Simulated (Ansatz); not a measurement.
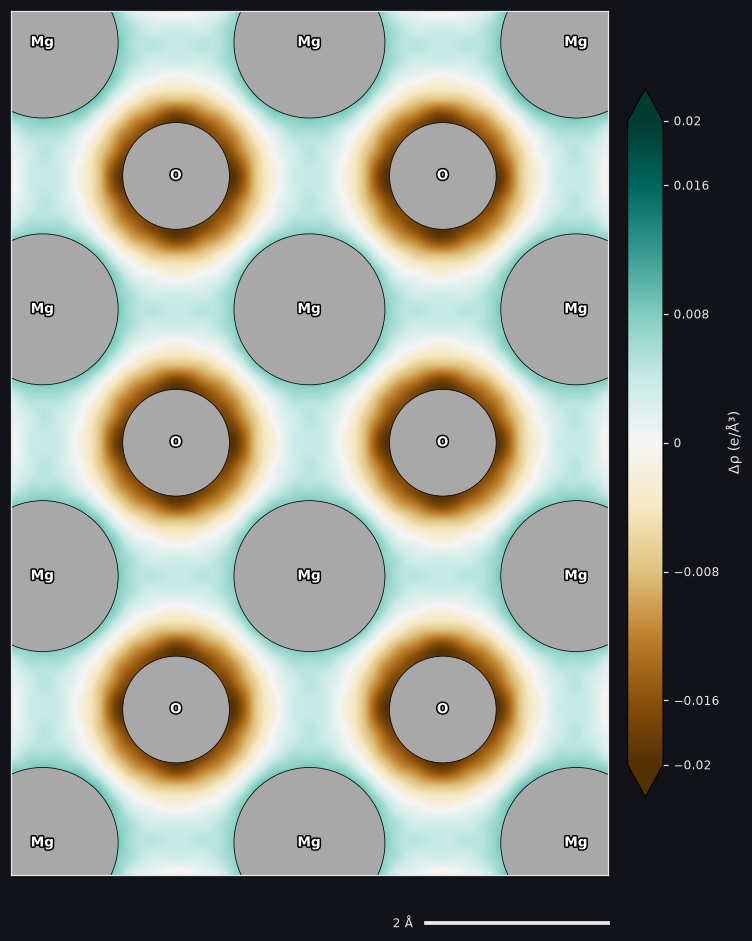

Mg$_{2}$O$_{5}$. Difference of the valence pseudo-densities of two functionals at the same geometry, on the (001) plane of the calculation cell: one of PBE and r2SCAN less the other.

Space group P4mm; a generated structure, not necessarily the stable one.

Both computed with Ansatz (plane waves, PAW), on the same k-point mesh. Grey discs cover the atomic cores.

Q: Which was subtracted from which, and what does the map show?

A: It is PBE less r2SCAN. Against r2SCAN, PBE gives less density around O (−0.007 e/Å³ on average at 0.7 Å from the nucleus).
